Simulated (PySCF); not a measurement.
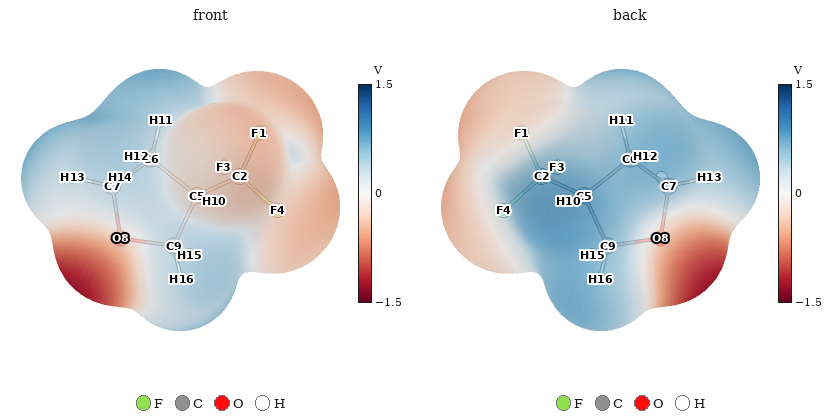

C$_{5}$H$_{7}$F$_{3}$O. The electrostatic potential painted on the density surface at 0.001 e/bohr³, seen from the front and from behind; red is negative and blue positive.

Geometry: PBE0-D3(BJ)/def2-SVP.

Theory: PBE0/pcSseg-1, SCF density, gas phase, non-relativistic (PySCF).

```tsv
atom	x (Å)	y (Å)	z (Å)
F	-2.0790	-0.7949	1.4747
C	-1.4120	0.2487	0.9726
F	-0.5698	0.6734	1.9245
F	-2.2987	1.2288	0.7630
C	-0.6871	-0.1141	-0.2991
C	0.4058	-1.1721	-0.0759
C	1.6817	-0.3398	-0.1458
O	1.4036	0.6378	-1.1156
C	0.0959	1.0884	-0.8826
H	-1.4605	-0.4710	-0.9936
H	0.2855	-1.7239	0.8669
H	0.3866	-1.9011	-0.8981
H	2.5671	-0.9068	-0.4656
H	1.8981	0.1227	0.8376
H	0.0908	1.9323	-0.1665
H	-0.3237	1.4484	-1.8321
```

Which sites attract a positive test charge, and which a negative one?

A positive charge is drawn to the negative regions and a negative charge to the positive ones. The most negative region (about −1.3 V) lies over O8, the most positive (about +0.9 V) over H10. O8 is the likeliest acceptor of a hydrogen bond.
